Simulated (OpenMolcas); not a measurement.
**UHF/pcseg-2 run of SiF3 (trifluorosilyl)**

Aim: the vertical ionisation energy of SiF3 (trifluorosilyl) at UHF/pcseg-2, from 2 runs. 

The calculation is run with OpenMolcas 26.06.

### Step 1. The molecule

SiF3: 4 atoms, total charge 0, spin state doublet. SMILES: `F[Si](F)F`. The shape is that of a GFN2-xTB optimisation.

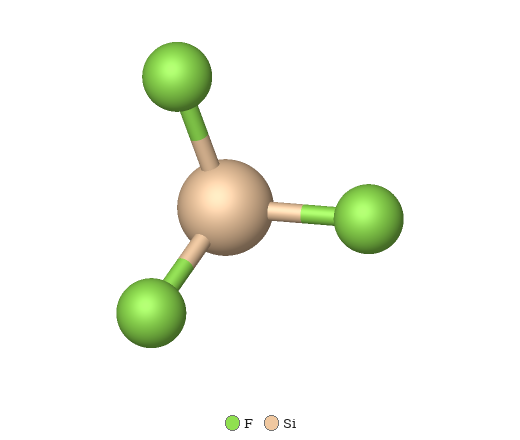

The structure, seen from a chosen angle (fluorine green, silicon light orange).

### Step 2. A single-point energy at UHF/pcseg-2

job.inp

```
&GATEWAY
 BasLib = $CurrDir
 Coord
 4
 angstrom
 F        0.787890      -0.508980       1.119030
 Si      -0.325240       0.244050       0.268860
 F       -0.962750      -0.889100      -0.646850
 F        0.500100       1.154030      -0.741040
 Basis = pcseg-2
 Group = NoSym

&SEWARD

&SCF
 UHF
 Spin = 2
 PrOrbitals = 1 1
```

The basis set pcseg-2 is read from a file made from the Basis Set Exchange's data (not shown).

On the command line:

```
export MOLCAS_MEM=1860
pymolcas job.inp > job.log
```

Output, cut to the lines that bear on the results:

```text
--- Start Module: gateway ---
[...]
--- Stop Module: gateway /rc=_RC_ALL_IS_WELL_ ---
--- Start Module: seward ---
[...]
      Basis functions          124
--- Stop Module: seward /rc=_RC_ALL_IS_WELL_ ---
[...]
--- Start Module: scf ---
[...]
       Convergence after  12 Iterations
[...]
::    Total SCF energy                               -587.5449519997
[...]
      Total spin, S                                     0.5009601316
[...]
      Total electronic charge=   41.000000
      Total            charge=   -0.000000
[...]
      Dipole Moment (debye):
      Origin of the operator (angstrom)=   -0.0344    0.0258    0.0284
                   X= -1.5629E+00               Y=  1.1682E+00               Z=  1.2894E+00           Total=  2.3388E+00
      Quadrupole Moment (debye*angstrom):
[...]
--- Stop Module: scf /rc=_RC_ALL_IS_WELL_ ---
[...]
```

It took 19 s on 1 thread of Arm Neoverse V1, shared host; peak memory 0.82 GiB.

### Step 3. The singlet cation at the same level

job.inp

```
* F3Si Hartree-Fock
&GATEWAY
BasLib
$CurrDir
Coord
4
angstrom
F        0.787890      -0.508980       1.119030
Si      -0.325240       0.244050       0.268860
F       -0.962750      -0.889100      -0.646850
F        0.500100       1.154030      -0.741040
Basis
pcseg-2
Group
NoSym
&SEWARD
&SCF
Charge
1
PrOrbitals
1 1
```

The basis set pcseg-2 is read from a file made from the Basis Set Exchange's data (not shown).

On the command line:

```
export MOLCAS_MEM=1860
pymolcas job.inp > job.log
```

Output, cut to the lines that bear on the results:

```text
--- Start Module: gateway ---
[...]
--- Stop Module: gateway /rc=_RC_ALL_IS_WELL_ ---
--- Start Module: seward ---
[...]
      Basis functions          124
--- Stop Module: seward /rc=_RC_ALL_IS_WELL_ ---
[...]
--- Start Module: scf ---
[...]
       Convergence after  13 Iterations
[...]
::    Total SCF energy                               -587.1294031761
[...]
      Total spin, S                                     0.0000000000
[...]
      Total electronic charge=   40.000000
      Total            charge=    1.000000
[...]
      Dipole Moment (debye):
      Origin of the operator (angstrom)=   -0.0344    0.0258    0.0284
                   X= -3.9142E+00               Y=  2.9356E+00               Z=  3.2348E+00           Total=  5.8654E+00
      Center of Charge (angstrom)
[...]
--- Stop Module: scf /rc=_RC_ALL_IS_WELL_ ---
[...]
```

It took 19 s on 1 thread of Arm Neoverse V1, shared host; peak memory 0.82 GiB.

### Step 4. Summary of results

At UHF/pcseg-2:

| quantity | value |
| --- | --- |
| doublet SiF3: total energy | -587.54495 Eh |
| doublet SiF3: dipole moment | 2.34 D |
| doublet SiF3: HOMO energy (highest over α and β) | -12.13 eV |
| doublet SiF3: LUMO energy (lowest over α and β) | 0.08 eV |
| doublet SiF3: ⟨S²⟩ | 0.752 |
| singlet cation: total energy | -587.12940 Eh |
| singlet cation: HOMO energy | -25.05 eV |
| singlet cation: LUMO energy | -10.43 eV |
| singlet cation: HOMO–LUMO gap | 14.62 eV |
| vertical ionisation energy (to the singlet cation) | 11.308 eV |

In words: The vertical ionisation energy comes to 11.31 eV (1091 kJ/mol). Only the singlet of the ionised species was computed; a triplet could lie lower. Mulliken charges (singlet cation) run from -0.32 on F1 to +1.97 on Si2; they depend strongly on the basis.
